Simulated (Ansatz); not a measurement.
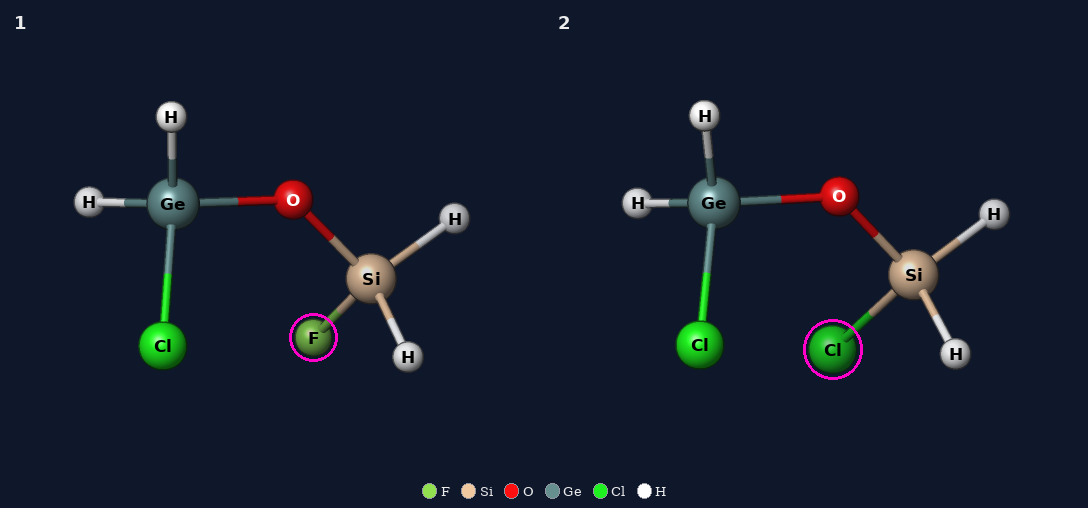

2 molecules with one skeleton, seen from the same side and at one scale; the atom that differs is circled. Each species is neutral and a spin singlet. Computed geometries: PBE0-D4/def2-TZVP optimisations, one conformation each. Properties computed with Ansatz 0.2.0.

One atom differs, called X below: F in panel 1, Cl in panel 2. Their formulas are ClFGeH4OSi (`F[SiH2][O][GeH2][Cl]`), Cl2GeH4OSi (`Cl[SiH2][O][GeH2][Cl]`).

> In which is the HOMO–LUMO gap larger (PBE-D4/def2-TZVPP)?

In panel 1 (X = F).

> In which is the length of X–Si larger (PBE0-D4/def2-TZVP)?

In panel 2 (X = Cl).

Give the values. With PBE0-D4/def2-TZVP: length of X–Si (Å), angle X–Si–O (°). With PBE-D4/def2-TZVPP: dipole moment (D), HOMO energy (Kohn–Sham orbital) (eV), HOMO–LUMO gap (eV).

| quantity | 1 (F) | 2 (Cl) | 2 − 1 |
| --- | --- | --- | --- |
| length of X–Si (Å) | 1.597 | 2.057 | +0.460 |
| angle X–Si–O (°) | 109.6 | 110.1 | +0.5 |
| dipole moment (D) | 1.86 | 1.78 | −0.08 |
| HOMO energy (Kohn–Sham orbital) (eV) | −7.60 | −7.41 | +0.19 |
| HOMO–LUMO gap (eV) | 6.41 | 6.21 | −0.20 |
